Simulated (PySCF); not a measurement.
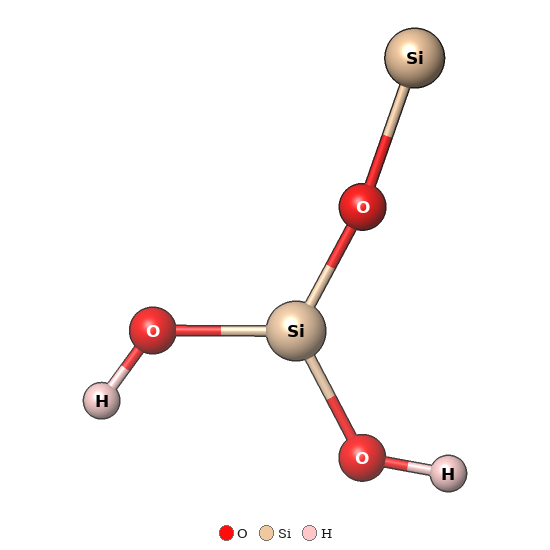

All atoms lie in one plane, which faces the viewer. The species has charge +1 and is a spin doublet. The geometry was computed by an optimisation with PBE0-D3(BJ)/def2-SVP. No frequency run is at hand to confirm it as a minimum.

**Which symmetry elements does this geometry have?**

It has 1 mirror plane, so the point group is Cs. The group has 2 operations. The geometry is achiral, and symmetry allows a dipole moment.
